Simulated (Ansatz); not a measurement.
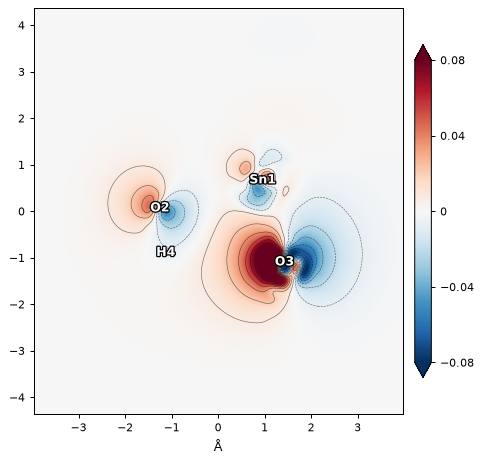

Cl₂H₂O₂Sn. The HOMO on the plane of atoms O2, Sn1 and O3 (values in Å⁻³ᐟ²; the overall sign is arbitrary).

The product side of a reaction path; geometry: PBE0-D4/def2-TZVP; a saddle point, not a minimum; core potentials replace the inner electrons of Sn.

All numbers below come from RKS PBE0-D4/def2-TZVPP in Ansatz 0.2.0.

Input

```
crystal:
  periodic: [false, false, false]
  atoms:
    - {symbol: Sn, position_ang: [-0.576404, -0.453419, -0.685708]}
    - {symbol: O, position_ang: [0.812141, 0.807746, 0.624760]}
    - {symbol: O, position_ang: [0.835255, -0.866852, -1.766803]}
    - {symbol: H, position_ang: [1.644455, 0.593099, 0.173848]}
    - {symbol: Cl, position_ang: [-2.273096, 1.067307, -1.020207]}
    - {symbol: Cl, position_ang: [-1.337349, -1.691552, 1.124797]}
    - {symbol: H, position_ang: [0.894898, 0.543672, 1.549311]}
basis:
  gaussian: {orbitals: def2-TZVPP}
hamiltonian: {xc: pbe0, dispersion: d4}
output: {orbitals: {seedname: orbitals}}
```

Command:

```sh
ansatz run in.yaml --threads 8 --pin off --events-out ev --progress --plain --max-ram 19148MiB
```

**Describe this orbital and give its energy.**

By Hirshfeld shares it lies mainly on O3 (about 80 %) and Sn1 (about 15 %); largely a lone pair of O3. Its energy is −7.77 eV.
